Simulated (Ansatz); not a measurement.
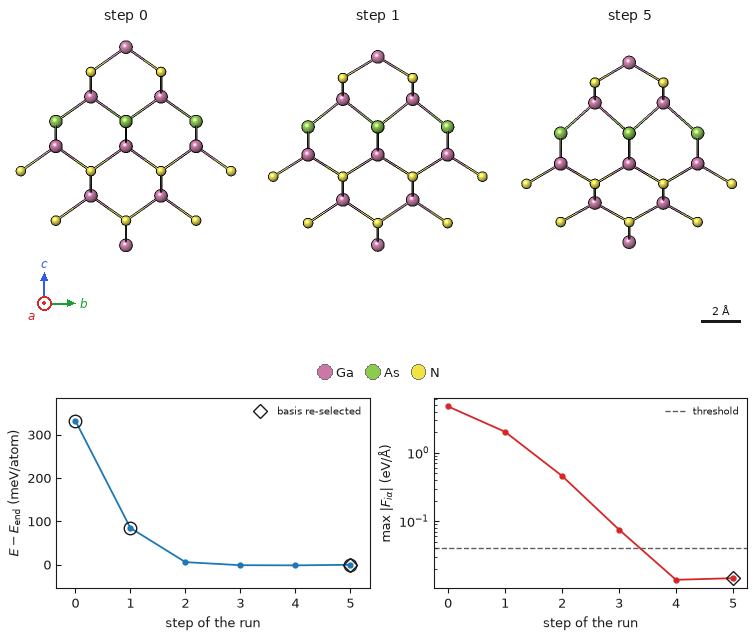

Frames of a relaxation of a crystal of Ga$_{5}$As$_{2}$N$_{3}$ (a generated structure, set up in I-4m2) (coarse preliminary run), marked on the history of the run. The picture is a ball-and-stick view of the atoms within 5.8 Å of the atom that moves most (axes of the conventional cell (2 times the calculation's cell)), seen along the a axis. Lengths and directions refer to the drawn axes.

Computed with DFT PBE, scalar-relativistic, plane waves, PAW in Ansatz.

The input:
```yaml
crystal:
  lattice:
    - [-1.82294052, 1.82294052, 12.89013606]
    - [1.82294052, -1.82294052, 12.89013606]
    - [1.82294052, 1.82294052, -12.89013606]
  atoms:
    - { symbol: Ga, position: [0.9, 0.9, 0.0] }
    - { symbol: Ga, position: [0.5, 0.5, 0.0] }
    - { symbol: Ga, position: [0.1, 0.1, 0.0] }
    - { symbol: Ga, position: [0.7, 0.7, 0.0] }
    - { symbol: Ga, position: [0.3, 0.3, 0.0] }
    - { symbol: As, position: [0.15, 0.65, 0.5] }
    - { symbol: As, position: [0.35, 0.85, 0.5] }
    - { symbol: "N", position: [0.55, 0.05, 0.5] }
    - { symbol: "N", position: [0.75, 0.25, 0.5] }
    - { symbol: "N", position: [0.95, 0.45, 0.5] }
basis:
  ecutwfc: 420
kpoints:
  mp_grid: { grid: [6, 6, 6] }
hamiltonian:
  xc: pbe
scf:
  occupations: { method: gaussian, width: 0.1 }
  lower_state_search: "off"
output:
  forces: true
  stress: true
  eigenvalues: true
relax:
  adjacent_minimum: "off"
  f_tol: 0.04
  max_steps: 70
  cell: { stress_tol: 0.4 }
```

Launched with:
```bash
ansatz run input.yaml --threads 4 --pin off --max-ram 8192MiB --backend cpu --events-out ev --progress --plain --runs-dir out
```

Describe the path.

The largest moves relative to the cell, 0.46 Å, are those of Ga1 and Ga3. Ga3 goes along −c. By element the largest moves are Ga 0.46 Å, N 0.26 Å, As 0.13 Å. The volume changes by −7.3 %, with a = b 3.646 → 3.562 Å (−2.3 %), c 25.780 → 25.040 Å (−2.9 %). Some distances before and after: Ga2–N10 2.233 → 2.039 Å, Ga1–N10 2.233 → 2.066 Å, Ga3–As6 2.233 → 2.384 Å. Bond angles that change, for instance: As6–Ga4–As6 109.5° → 96.6°, Ga3–As6–Ga3 109.5° → 96.6°, Ga2–N8–Ga2 109.5° → 121.7°. The space group stays I-4m2 (No. 119). The energy falls by 332 meV per atom in 4 accepted moves (5 points after the start). The largest force component goes from 4.7 to 0.015 eV/Å. The pressure goes from −0.29 to −0.07 GPa. At 1 point the geometry stayed and the basis and grid were re-selected for the new cell (energy shift of 1.3 meV per atom at most each time). From step 0 to 1: Ga atoms move most (0.19 Å), volume −2.5 %, energy −247 meV per atom. From step 1 to 5: Ga atoms move most (0.27 Å), volume −4.9 %, energy −85.0 meV per atom.

```json
{"step": "0", "E − E(0), meV/atom": "0.00", "largest force component, eV/Å": "4.7463", "pressure, GPa": "-0.29", "volume, Å³/atom": "17.134", "note": ""}
{"step": "1", "E − E(0), meV/atom": "-247.22", "largest force component, eV/Å": "2.0228", "pressure, GPa": "-2.73", "volume, Å³/atom": "16.702", "note": ""}
{"step": "2", "E − E(0), meV/atom": "-326.09", "largest force component, eV/Å": "0.4593", "pressure, GPa": "-0.08", "volume, Å³/atom": "15.933", "note": ""}
{"step": "3", "E − E(0), meV/atom": "-333.14", "largest force component, eV/Å": "0.0754", "pressure, GPa": "0.33", "volume, Å³/atom": "15.840", "note": ""}
{"step": "4", "E − E(0), meV/atom": "-333.51", "largest force component, eV/Å": "0.0140", "pressure, GPa": "0.02", "volume, Å³/atom": "15.881", "note": ""}
{"step": "5", "E − E(0), meV/atom": "-332.20", "largest force component, eV/Å": "0.0147", "pressure, GPa": "-0.07", "volume, Å³/atom": "15.881", "note": "same geometry, new basis"}
```
